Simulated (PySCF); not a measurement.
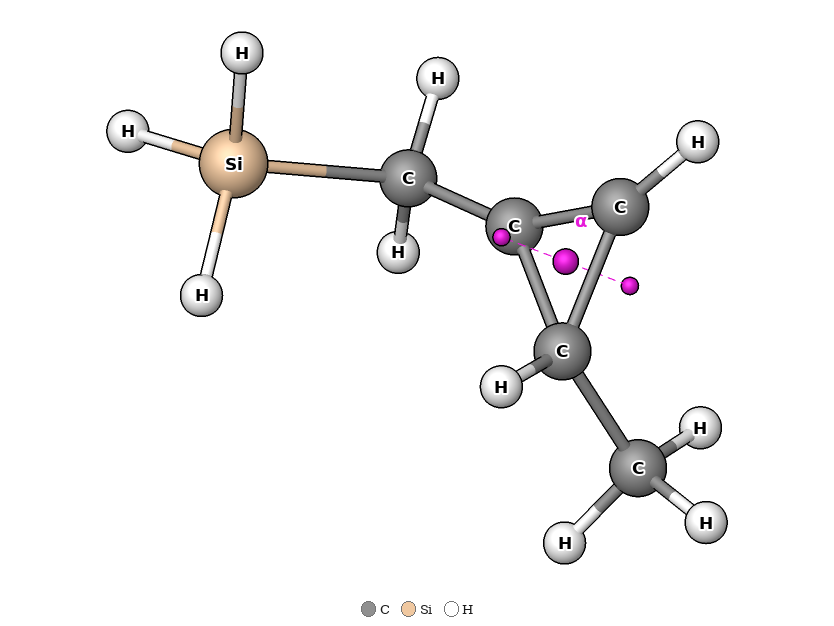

The small points mark where nucleus-independent chemical shifts (NICS) were computed: at the centre of each lettered ring and 1 Å above and below it. Computed geometry: GFN2-xTB optimisation. No frequency run is at hand to confirm it as a minimum. Level of theory: GIAO PBE0/pcSseg-1 NMR shielding, non-relativistic, gas phase (PySCF 2.14.0).

Give NICS(0), NICS(1) and the out-of-plane component NICS(1)zz for each ring (means of the two sides).

```csv
ring,members,NICS(0),NICS(1),NICS(1)zz
α,C3,−30.5,−7.4,−15.3
```

Values in ppm.

The geometry is semi-empirical. Around Si such bond lengths and angles can be off by a tenth of an ångström or more and by several degrees, and values that hang on the shape move with them.
